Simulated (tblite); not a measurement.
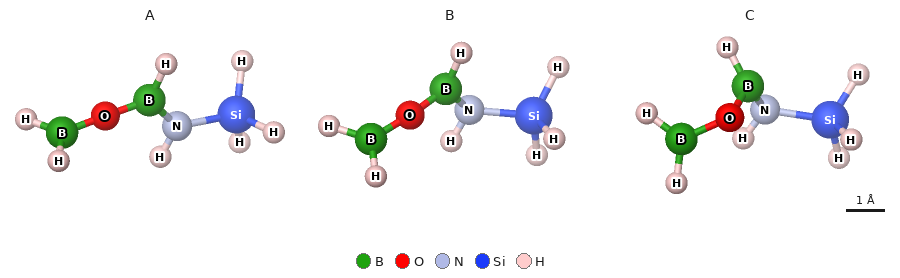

3 geometries from one relaxation of B2SiNH7O, in shuffled order. Style: ball-and-stick. Shown at a tilt.

The calculation used tblite 0.8.0, GFN2-xTB geometry optimisation, gas phase. 

Put them in the order of the run, from the start to the converged end.

C, B, A. They are steps 0, 19, 89, at +52.2 kcal/mol, +6.54 kcal/mol relative to the last. Over 89 geometry steps the energy falls by 52.2 kcal/mol. The largest move after the best rigid fit is that of an H atom, 1.30 Å. By element the largest moves are H 1.30 Å, O 0.95 Å, N 0.65 Å, B 0.55 Å, Si 0.27 Å. Near-neighbour distances that change, for instance: B–O 1.455 → 1.296 Å, B–O 1.460 → 1.318 Å, B–N 1.532 → 1.418 Å, N–Si 1.775 → 1.732 Å. Among the angles between lasting bonds that change: B–O–B 112.2° → 178.5°, B–N–Si 113.6° → 129.3°, O–B–H 115.4° → 120.1°. Cost: 0.39 s on 1 thread of Arm Neoverse V1 (shared host).
